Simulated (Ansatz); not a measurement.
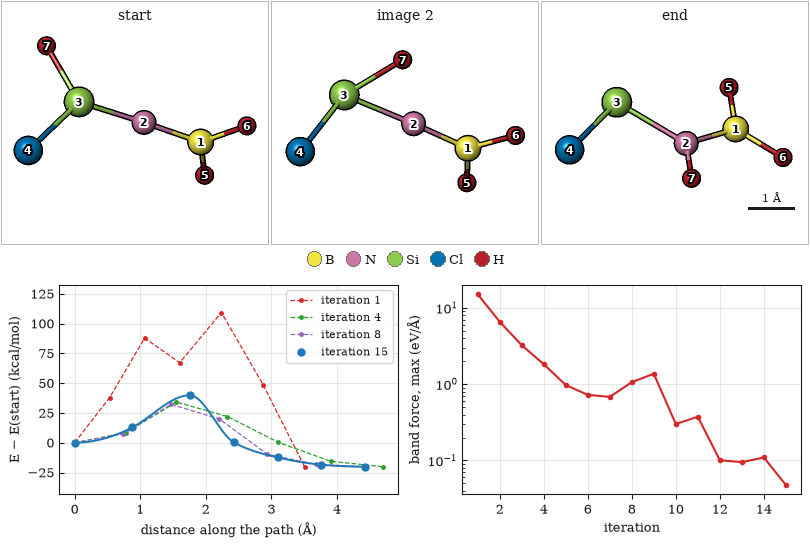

NEB run on BSiNH3Cl. Images are numbered from 0 (start) to 6 (end). The plot follows the band through its iterations. The picture is a ball-and-stick view, seen at a tilt.

Computed with RKS B3LYP-D4/def2-SVP (Ansatz 0.2.0).

The input:
```yaml
crystal:
  periodic: [false, false, false]
  atoms:
    - { symbol: B, position_ang: [-0.756428, 1.358269, 0.260718] }
    - { symbol: "N", position_ang: [-0.095445, 0.154707, 0.119427] }
    - { symbol: Si, position_ang: [0.661193, -1.213137, -0.093507] }
    - { symbol: Cl, position_ang: [1.243285, -1.933745, -1.918216] }
    - { symbol: H, position_ang: [-1.968493, 1.400026, 0.209024] }
    - { symbol: H, position_ang: [-0.130342, 2.381361, 0.447394] }
    - { symbol: H, position_ang: [1.046229, -2.147481, 0.97514] }
basis:
  gaussian: { orbitals: def2-SVP }
hamiltonian:
  xc: b3lyp
  dispersion: d4
neb:
  order_check: false
  images: 5
  f_tol: 0.05
  max_iterations: 60
  final_atoms:
    - { symbol: B, position_ang: [-0.54072442, 1.04703287, 0.45872365] }
    - { symbol: "N", position_ang: [0.21813488, -0.0882335, 0.08164895] }
    - { symbol: Si, position_ang: [-0.32820112, -1.17192192, -1.19591779] }
    - { symbol: Cl, position_ang: [1.28828624, -2.55121729, -1.13006643] }
    - { symbol: H, position_ang: [-1.57857449, 1.25879057, -0.12263373] }
    - { symbol: H, position_ang: [-0.15427637, 1.77663782, 1.33747893] }
    - { symbol: H, position_ang: [1.09535428, -0.27108855, 0.57074643] }
  initial_path:
    images:
      - { positions_ang: [[-0.756428, 1.358269, 0.260718], [-0.095445, 0.154707, 0.119427], [0.661193, -1.213137, -0.093507], [1.243285, -1.933745, -1.918216], [-1.968493, 1.400026, 0.209024], [-0.130342, 2.381361, 0.447394], [1.046229, -2.147481, 0.97514]] }
      - { positions_ang: [[-0.72255578, 1.28927612, 0.29158189], [-0.08413797, 0.08293381, 0.10340407], [0.6069903, -1.31941989, -0.13745274], [1.26021943, -1.98693844, -1.93574046], [-1.91290104, 1.3649202, 0.18554548], [-0.08900082, 2.26270472, 0.56320555], [0.94138487, -1.69347651, 0.92943621]] }
      - { positions_ang: [[-0.68868356, 1.22028324, 0.32244578], [-0.07283094, 0.01116062, 0.08738114], [0.55278761, -1.42570279, -0.18139849], [1.27715387, -2.04013189, -1.95326492], [-1.85730908, 1.32981439, 0.16206697], [-0.04765965, 2.14404845, 0.6790171], [0.83654075, -1.23947202, 0.88373242]] }
      - { positions_ang: [[-0.65481133, 1.15129036, 0.35330968], [-0.06152391, -0.06061257, 0.07135821], [0.49858491, -1.53198568, -0.22534423], [1.2940883, -2.09332533, -1.97078938], [-1.80171712, 1.29470859, 0.13858845], [-0.00631847, 2.02539217, 0.79482865], [0.73169662, -0.78546753, 0.83802863]] }
      - { positions_ang: [[-0.61678236, 1.11653786, 0.38844767], [0.03169569, -0.06981955, 0.07478846], [0.22298957, -1.41196443, -0.54886875], [1.29215428, -2.24595599, -1.69054839], [-1.72733624, 1.28273592, 0.05151439], [-0.05563777, 1.94247405, 0.97571207], [0.85291584, -0.61400787, 0.74893456]] }
      - { positions_ang: [[-0.57875339, 1.08178537, 0.42358566], [0.12491528, -0.07902652, 0.0782187], [-0.05260578, -1.29194318, -0.87239327], [1.29022026, -2.39858664, -1.41030741], [-1.65295537, 1.27076325, -0.03555967], [-0.10495707, 1.85955594, 1.1565955], [0.97413506, -0.44254821, 0.65984049]] }
      - { positions_ang: [[-0.54072442, 1.04703287, 0.45872365], [0.21813488, -0.0882335, 0.08164895], [-0.32820112, -1.17192192, -1.19591779], [1.28828624, -2.55121729, -1.13006643], [-1.57857449, 1.25879057, -0.12263373], [-0.15427637, 1.77663782, 1.33747893], [1.09535428, -0.27108855, 0.57074643]] }
```

Launched with:
```bash
ansatz run input.yaml --threads 1 --pin off --max-ram 2048MiB --backend cpu --events-out ev --progress --plain --runs-dir out
```

Q: Did the band converge, and can the barrier be trusted?

A: The result is final at these settings. The band converged in 15 iterations. The largest component of the band force went from 15 to 0.048 eV/Å. The climbing image converged on the top of the path. Its vibrational analysis gives one imaginary mode (1138i cm⁻¹), as a transition state must have. The first iteration put the highest image at 109.3 kcal/mol. Forward barrier 39.9 kcal/mol, backward barrier 60.0 kcal/mol, with image 2 at the top; the reaction energy is −20.1 kcal/mol.
